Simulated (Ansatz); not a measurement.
# Geometry relaxation, with input and output: AlN2H6OF (part 1 of 2)

System: AlN2H6OF.
Method: RKS PBE-D4/def2-SVP (Ansatz 0.2.0).

It belongs to a series of runs on one base structure; here: end point B relaxed.

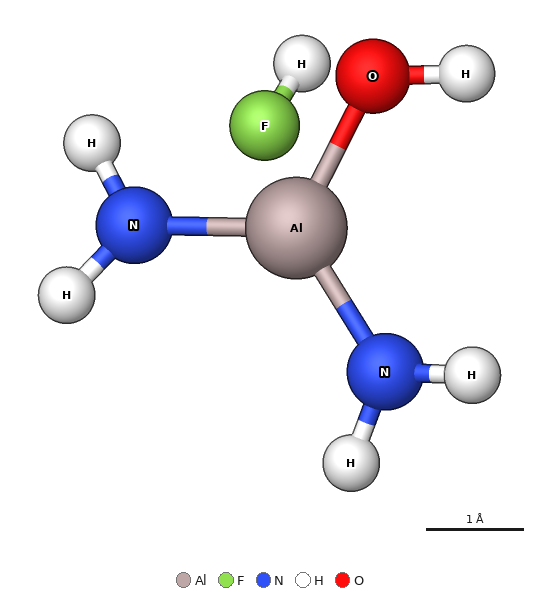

*The starting structure (ball-and-stick view, seen at a tilt). Sticks mark near contacts.*

Bond lengths as drawn: Al–N 1.78 Å, Al–O 1.77 Å, F–H 0.94 Å, H–N 1.02 Å and H–O 0.97 Å.

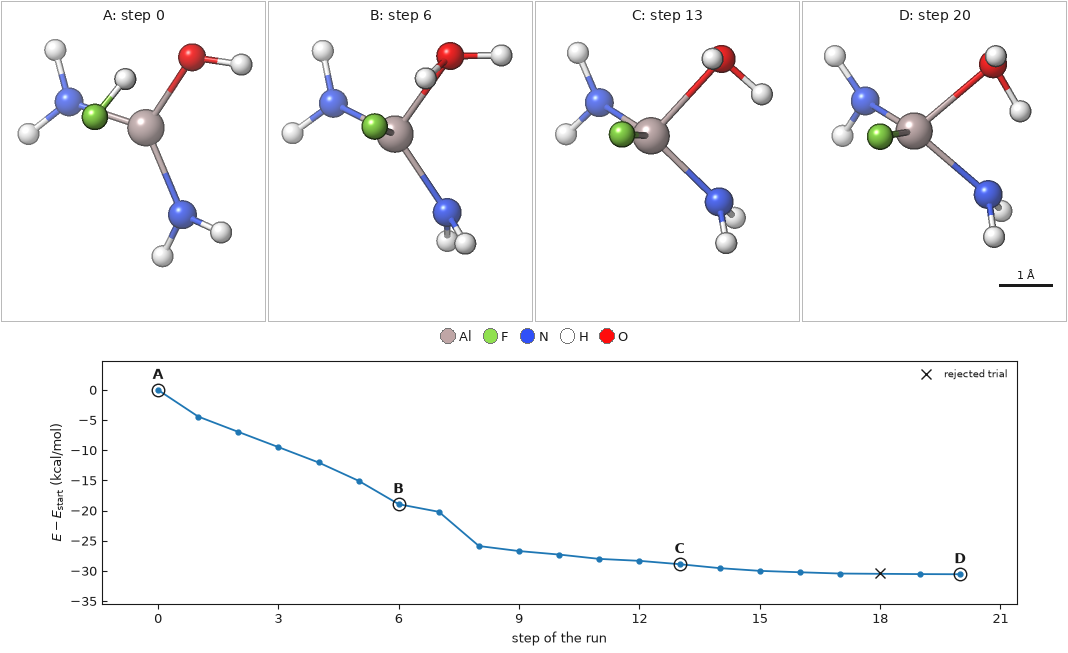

*Frames of the relaxation (ball-and-stick view, seen at a tilt) above the curves, on which the letters mark them (the first geometry is step 0 here and step 1 in the log).*

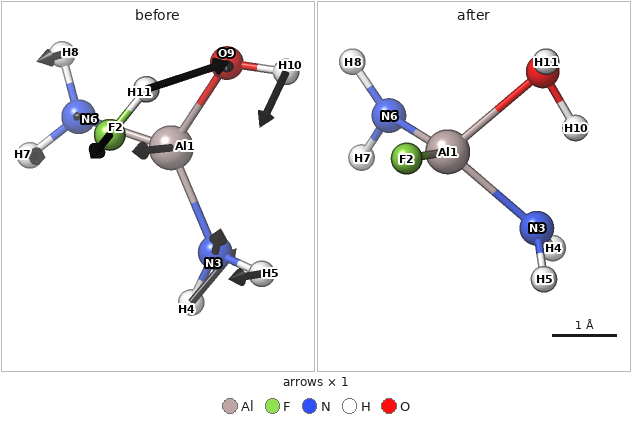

*Before (left) and after (right) the relaxation, at one scale (ball-and-stick view, seen at a tilt). The black arrows give the displacements, at true length.*

The energy falls by 30.5 kcal/mol in 20 geometry steps. Largest force component: 0.63 eV/Å at the start, 0.026 eV/Å at the end. The line search rejected the trial step at point 18 (counted from 0) and went back. H11 moves most after the best rigid fit: 1.50 Å. Largest moves by element: H 1.50 Å, Al 0.85 Å, F 0.74 Å, N 0.52 Å, O 0.25 Å. Distances before and after: F2–H11 0.936 → 2.671 Å, O9–H11 2.196 → 0.978 Å, Al1–F2 2.885 → 1.699 Å, Al1–O9 1.768 → 1.995 Å. New bonds form: Al1–F2 (2.88 → 1.70 Å), O9–H11 (2.20 → 0.98 Å). Bonds break: F2–H11 (0.94 → 2.67 Å). Among the angles that change: Al1–O9–H10 118.3° → 78.3°, N3–Al1–O9 120.7° → 82.8°, N3–Al1–N6 124.1° → 118.5°. (Atoms are counted from 1 in the order of the input.)

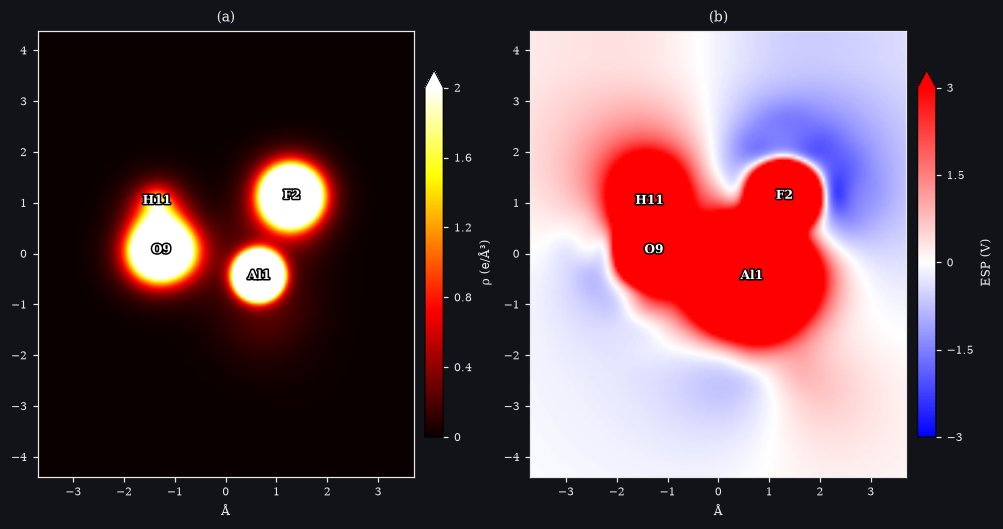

*(a) total electron density; (b) molecular electrostatic potential on the plane of atoms F2, Al1 and O9.*

Al–O (2.00 Å): ρ at the midpoint is about 0.44 e/Å³. O–H (0.98 Å): ρ at the midpoint is about 3.6 e/Å³, with its minimum of 2.3 e/Å³ about 0.8 Å from O.

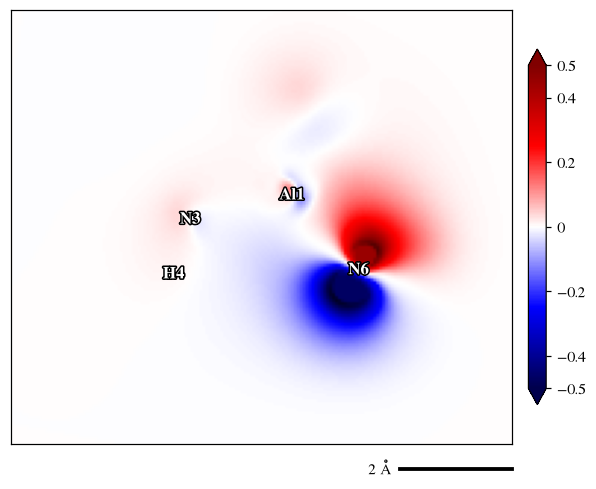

*One frontier orbital on the plane of atoms N3, Al1 and N6 (values in Å⁻³ᐟ²; the overall sign is arbitrary).*

The HOMO, at −5.10 eV.

These pictures come from the run below.

## The input
```yaml
crystal:
  periodic: [false, false, false]
  atoms:
    - { symbol: Al, position_ang: [0.036476, 0.64681, -0.415466] }
    - { symbol: F, position_ang: [-0.074402, -0.171062, 2.348687] }
    - { symbol: "N", position_ang: [1.608915, -0.008611, -0.938568] }
    - { symbol: H, position_ang: [1.733895, -0.768565, -1.609677] }
    - { symbol: H, position_ang: [2.505091, 0.209887, -0.496664] }
    - { symbol: "N", position_ang: [-1.534588, 0.051744, -0.99644] }
    - { symbol: H, position_ang: [-1.739873, -0.883743, -1.347886] }
    - { symbol: H, position_ang: [-2.403241, 0.564582, -0.835635] }
    - { symbol: O, position_ang: [-0.0466, 2.115403, 0.564903] }
    - { symbol: H, position_ang: [0.756645, 2.654063, 0.656764] }
    - { symbol: H, position_ang: [-0.200818, 0.754292, 2.281283] }
basis:
  gaussian: { orbitals: def2-SVP }
hamiltonian:
  xc: pbe
  dispersion: d4
relax:
  f_tol: 0.03
  max_steps: 50
output:
  orbitals: {}
```

Launch command:
```bash
ansatz run input.yaml --threads 2 --pin off --max-ram 3072MiB --backend cpu --events-out ev --progress --plain --runs-dir out
```

## What the program printed
```
The last accepted step is kept in [file] (removed where the run ends without a failure and the disk answers)
Engine: ansatz 0.2.0, aarch64-unknown-linux-gnu
Functional definition: PBE
  parameter kappa = 0.804
  parameter beta = 0.06672455060314922
  exchange = pbe_x(kappa = kappa, mu = beta*pi^2/3)
  correlation = pbe_c(beta = beta)
1176 factors; their error is unknown
mean field evaluation 1: about -14399.4725 eV, gradient 1.1e2 eV
mean field evaluation 2: about -14314.9577 eV, gradient 1.9e2 eV
mean field evaluation 4: about -14420.9706 eV, gradient 2.3e1 eV
mean field evaluation 8: about -14421.7851 eV, gradient 7.9e-2 eV
mean field evaluation 16: about -14421.7296 eV, gradient 4.5e-5 eV
mean field -14421.72960295 eV, -529.9887875088 hartree, gradient 4.5e-5 eV, S^2 0.000000; 0 other end points of the search recorded, 0 dependent functions left out
the calculation of the forces begins
reference -14421.72964532 eV, -529.9887890662 hartree; 25, 25 occupied and 79, 79 virtual orbitals, 1176 factors
relax step   1: F+E_penalty+E_count = -14421.90566422 eV  Δ(F+E_penalty+E_count) = +0.000e0 eV  max|allowed force component| = 6.331e-1 eV/Å  Δτ_max = 0.0000 Å  (27 SCF iters, accepted)
these checks for a lower state are left out or cut short: starts, cluster_reference, orbital_swaps, neighbouring_geometries, increment
1176 factors; their error is unknown
mean field -14421.91802932 eV, -529.9957120505 hartree, gradient 4.6e-6 eV, S^2 0.000000; 0 other end points of the search recorded, 0 dependent functions left out
[... from here on the field's lines of each further geometry are left out, up to the last ...]
relax step   2: F+E_penalty+E_count = -14422.09670574 eV  Δ(F+E_penalty+E_count) = -1.910e-1 eV  max|allowed force component| = 7.271e-1 eV/Å  Δτ_max = 0.1973 Å  (28 SCF iters, accepted)
relax step   3: F+E_penalty+E_count = -14422.20685506 eV  Δ(F+E_penalty+E_count) = -1.101e-1 eV  max|allowed force component| = 1.177e0 eV/Å  Δτ_max = 0.1952 Å  (27 SCF iters, accepted)
relax step   4: F+E_penalty+E_count = -14422.31628343 eV  Δ(F+E_penalty+E_count) = -1.094e-1 eV  max|allowed force component| = 1.816e0 eV/Å  Δτ_max = 0.1945 Å  (33 SCF iters, accepted)
relax step   5: F+E_penalty+E_count = -14422.42658869 eV  Δ(F+E_penalty+E_count) = -1.103e-1 eV  max|allowed force component| = 8.361e-1 eV/Å  Δτ_max = 0.1905 Å  (29 SCF iters, accepted)
relax step   6: F+E_penalty+E_count = -14422.55852238 eV  Δ(F+E_penalty+E_count) = -1.319e-1 eV  max|allowed force component| = 6.582e-1 eV/Å  Δτ_max = 0.2000 Å  (32 SCF iters, accepted)
relax step   7: F+E_penalty+E_count = -14422.72666289 eV  Δ(F+E_penalty+E_count) = -1.681e-1 eV  max|allowed force component| = 1.338e0 eV/Å  Δτ_max = 0.1918 Å  (31 SCF iters, accepted)
relax step   8: F+E_penalty+E_count = -14422.78125006 eV  Δ(F+E_penalty+E_count) = -5.459e-2 eV  max|allowed force component| = 2.362e0 eV/Å  Δτ_max = 0.1916 Å  (33 SCF iters, accepted)
relax step   9: F+E_penalty+E_count = -14423.02736575 eV  Δ(F+E_penalty+E_count) = -2.461e-1 eV  max|allowed force component| = 6.923e-1 eV/Å  Δτ_max = 0.1991 Å  (26 SCF iters, accepted)
relax step  10: F+E_penalty+E_count = -14423.06339628 eV  Δ(F+E_penalty+E_count) = -3.603e-2 eV  max|allowed force component| = 2.832e-1 eV/Å  Δτ_max = 0.2000 Å  (28 SCF iters, accepted)
relax step  11: F+E_penalty+E_count = -14423.08861153 eV  Δ(F+E_penalty+E_count) = -2.522e-2 eV  max|allowed force component| = 5.235e-1 eV/Å  Δτ_max = 0.1728 Å  (26 SCF iters, accepted)
relax step  12: F+E_penalty+E_count = -14423.11969485 eV  Δ(F+E_penalty+E_count) = -3.108e-2 eV  max|allowed force component| = 3.619e-1 eV/Å  Δτ_max = 0.1998 Å  (26 SCF iters, accepted)
relax step  13: F+E_penalty+E_count = -14423.13366957 eV  Δ(F+E_penalty+E_count) = -1.397e-2 eV  max|allowed force component| = 8.108e-1 eV/Å  Δτ_max = 0.1950 Å  (26 SCF iters, accepted)
relax step  14: F+E_penalty+E_count = -14423.15772021 eV  Δ(F+E_penalty+E_count) = -2.405e-2 eV  max|allowed force component| = 8.068e-1 eV/Å  Δτ_max = 0.1521 Å  (28 SCF iters, accepted)
relax step  15: F+E_penalty+E_count = -14423.18611262 eV  Δ(F+E_penalty+E_count) = -2.839e-2 eV  max|allowed force component| = 6.234e-1 eV/Å  Δτ_max = 0.1734 Å  (29 SCF iters, accepted)
relax step  16: F+E_penalty+E_count = -14423.20566009 eV  Δ(F+E_penalty+E_count) = -1.955e-2 eV  max|allowed force component| = 5.312e-1 eV/Å  Δτ_max = 0.1640 Å  (27 SCF iters, accepted)
relax step  17: F+E_penalty+E_count = -14423.21575487 eV  Δ(F+E_penalty+E_count) = -1.009e-2 eV  max|allowed force component| = 4.034e-1 eV/Å  Δτ_max = 0.0647 Å  (28 SCF iters, accepted)
relax step  18: F+E_penalty+E_count = -14423.22490833 eV  Δ(F+E_penalty+E_count) = -9.153e-3 eV  max|allowed force component| = 1.426e-1 eV/Å  Δτ_max = 0.0333 Å  (28 SCF iters, accepted)
relax step  19: F+E_penalty+E_count = -14423.22160942 eV  Δ(F+E_penalty+E_count) = +3.299e-3 eV  max|allowed force component| = 4.352e-1 eV/Å  Δτ_max = 0.0744 Å  (28 SCF iters, rejected (line search))
relax step  20: F+E_penalty+E_count = -14423.22897266 eV  Δ(F+E_penalty+E_count) = -4.064e-3 eV  max|allowed force component| = 6.198e-2 eV/Å  Δτ_max = 0.0362 Å  (28 SCF iters, accepted)
the calculation of the forces begins
reference -14423.04223093 eV, -530.0370256977 hartree; 25, 25 occupied and 79, 79 virtual orbitals, 1176 factors
relax step  21: F+E_penalty+E_count = -14423.22996486 eV  Δ(F+E_penalty+E_count) = -9.922e-4 eV  max|allowed force component| = 2.629e-2 eV/Å  Δτ_max = 0.0281 Å  (27 SCF iters, accepted)
1176 factors; their error is unknown
mean field -14423.04218790 eV, -530.0370241161 hartree, gradient 2.4e-5 eV, S^2 0.000000; 1 other end points of the search recorded, 0 dependent functions left out
the calculation of the forces begins
reference -14423.04223093 eV, -530.0370256977 hartree; 25, 25 occupied and 79, 79 virtual orbitals, 1176 factors
Total energy: -14423.23000790 eV, -530.0439263738 hartree
Atom 0 at    -0.200225     0.108143     0.201442 Å, force    -0.011754     0.010097    -0.002919 eV/Å
Atom 1 at    -0.149360    -0.555767     1.764835 Å, force     0.002981     0.008027     0.005464 eV/Å
Atom 2 at     1.499027     0.283937    -0.540253 Å, force    -0.008072     0.004884    -0.007490 eV/Å
Atom 3 at     1.623809     0.322578    -1.557695 Å, force     0.000128     0.001704     0.005646 eV/Å
Atom 4 at     2.282812    -0.250675    -0.150334 Å, force     0.003758    -0.001056     0.002375 eV/Å
Atom 5 at    -1.606240    -0.026914    -0.903290 Å, force    -0.014794    -0.000918     0.002156 eV/Å
Atom 6 at    -1.640376    -0.736953    -1.638791 Å, force     0.009177     0.005412     0.001140 eV/Å
Atom 7 at    -2.562283     0.155697    -0.587331 Å, force     0.005119    -0.006398    -0.003486 eV/Å
Atom 8 at     0.098125     2.014607     0.708672 Å, force     0.026291    -0.024568     0.018502 eV/Å
Atom 9 at     1.001848     1.773634     0.248796 Å, force     0.004370     0.002034    -0.013245 eV/Å
Atom 10 at     0.294364     2.076513     1.665250 Å, force    -0.017204     0.000780    -0.008143 eV/Å
Dipole moment:     0.260664     0.188854    -0.145554 e Å
```

## Trajectory as extended XYZ (Å, eV, eV/Å), 21 frames, from step=1 to step=21
```
11
Properties=species:S:1:pos:R:3:forces:R:3 step=1 energy=-14421.90566
Al    0.0365    0.6468   -0.4155   -0.0555   0.2098   0.3784
F    -0.0744   -0.1711    2.3487    0.0584  -0.3082  -0.1535
N     1.6089   -0.0086   -0.9386    0.0667   0.0459   0.0311
H     1.7339   -0.7686   -1.6097   -0.0099   0.0146   0.0023
H     2.5051    0.2099   -0.4967   -0.0597  -0.0393  -0.0287
N    -1.5346    0.0517   -0.9964   -0.0014   0.0253  -0.0050
H    -1.7399   -0.8837   -1.3479    0.0142  -0.0018   0.0009
H    -2.4032    0.5646   -0.8356    0.0001  -0.0070  -0.0097
O    -0.0466    2.1154    0.5649    0.0360  -0.5772   0.1359
H     0.7566    2.6541    0.6568   -0.0313   0.0046  -0.0170
H    -0.2008    0.7543    2.2813   -0.0176   0.6331  -0.3349
11
Properties=species:S:1:pos:R:3:forces:R:3 step=2 energy=-14422.09671
Al    0.0347    0.5992   -0.3458   -0.0763  -0.2041   0.1953
F    -0.0778   -0.0825    2.2481    0.0145  -0.4792  -0.0916
N     1.6072   -0.0095   -0.9274    0.0025   0.0558   0.0376
H     1.7282   -0.7491   -1.6221   -0.0215   0.0387   0.0015
H     2.5060    0.1955   -0.4872   -0.0088  -0.0362   0.0067
N    -1.5328    0.0417   -0.9748    0.0142   0.0129  -0.0149
H    -1.7401   -0.8803   -1.3608    0.0155   0.0224   0.0072
H    -2.3991    0.5610   -0.8220    0.0039  -0.0135   0.0036
O    -0.0437    2.0216    0.6901    0.2506   0.0092   0.2196
H     0.7300    2.6184    0.7027   -0.2544  -0.1331   0.0330
H    -0.1712    0.8488    2.1106    0.0597   0.7271  -0.3981
11
Properties=species:S:1:pos:R:3:forces:R:3 step=3 energy=-14422.20686
Al    0.0303    0.5440   -0.2567   -0.1713  -0.6019  -0.0755
F    -0.1093   -0.0312    2.1513    0.0312  -0.3489  -0.2297
N     1.6019   -0.0077   -0.9037   -0.0417   0.0644   0.0889
H     1.7174   -0.7222   -1.6264   -0.0430   0.0719   0.0295
H     2.5059    0.1845   -0.4697    0.0241  -0.0440   0.0252
N    -1.5284    0.0371   -0.9549    0.0452   0.0093  -0.0049
H    -1.7389   -0.8730   -1.3681    0.0213   0.0412   0.0172
H    -2.3923    0.5633   -0.8125    0.0058  -0.0157   0.0215
O    -0.0332    1.9667    0.7809   -1.0804  -0.7607   0.1987
H     0.6792    2.5806    0.7224    1.1765   1.1680  -0.0077
H    -0.0910    0.9227    1.9487    0.0321   0.4164  -0.0632
11
Properties=species:S:1:pos:R:3:forces:R:3 step=4 energy=-14422.31628
Al    0.0084    0.4777   -0.1535   -0.1400  -0.8841  -0.3260
F    -0.0949   -0.0415    1.9576    0.0666  -0.6676  -0.2876
N     1.5857   -0.0109   -0.8423   -0.0016  -0.0212  -0.0042
H     1.7017   -0.6720   -1.6176   -0.0440   0.1474   0.1215
H     2.4921    0.1594   -0.4035    0.0145  -0.0689   0.0135
N    -1.5339    0.0259   -0.9299    0.0311   0.0000  -0.0083
H    -1.7448   -0.8706   -1.3722    0.0147   0.0434   0.0274
H    -2.3966    0.5543   -0.7893   -0.0011  -0.0116   0.0069
O    -0.0423    1.9535    0.8267    1.2171   1.8157  -0.0398
H     0.6963    2.6286    0.7162   -1.1676  -0.9900   0.2282
H    -0.0303    0.9604    1.8192    0.0104   0.6370   0.2685
```
